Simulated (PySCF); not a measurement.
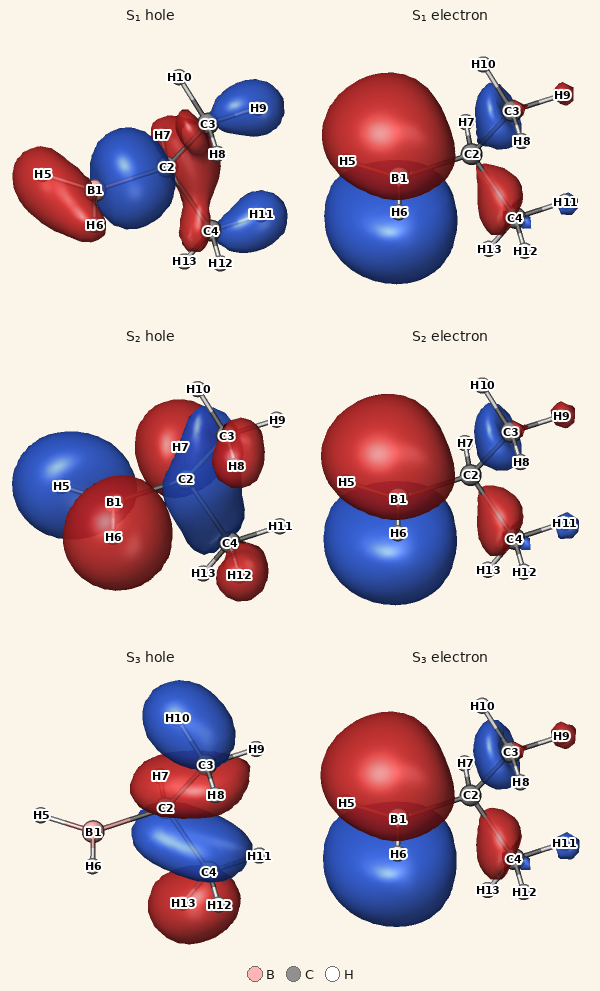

*C₃H₉B, SMILES `BC(C)C`. Leading natural transition orbitals (TDA singlet states).*

Level of theory: B3LYP/def2-SVPD (PySCF), at a geometry from GFN2-xTB. No frequency check shows the geometry to be a minimum.

Cartesian coordinates (Å):

```
B1      -0.0350   -1.5853    0.1229
C2      -0.0014   -0.0921   -0.3973
C3      -1.2361    0.6755    0.1033
C4       1.2645    0.6215    0.1034
H5      -0.0576   -2.4894   -0.6175
H6      -0.0388   -1.7830    1.2752
H7       0.0001   -0.0301   -1.4908
H8      -1.2666    0.6833    1.1905
H9      -1.2096    1.7060   -0.2480
H10     -2.1501    0.2116   -0.2614
H11      1.2826    1.6521   -0.2480
H12      1.2953    0.6279    1.1906
H13      2.1577    0.1185   -0.2613
```

Question: Describe these excited states.

Answer: By state:
- S₁: 5.25 eV (236 nm), f = 0.003; the leading pair carries 100 %; hole on C2 (32 %), B1 (27 %) and H5 (7 %), electron on B1 (62 %), H5 (9 %) and H6 (8 %); their centroids lie 1.1 Å apart.
- S₂: 5.71 eV (217 nm), f = 0.002; the leading pair carries 100 %; hole on B1 (26 %), H6 (19 %) and H5 (16 %), electron on B1 (62 %), H5 (9 %) and H6 (8 %); their centroids lie 0.4 Å apart.
- S₃: 6.67 eV (186 nm), f = 0.012, charge transfer, whose energy this functional puts too low; the leading pair carries 99 %; hole on C3 and C4 (23 % each), C2 (20 %) and H10 and H13 (12 % each), electron on B1 (60 %), H5 (9 %) and H6 (8 %); their centroids lie 1.8 Å apart.
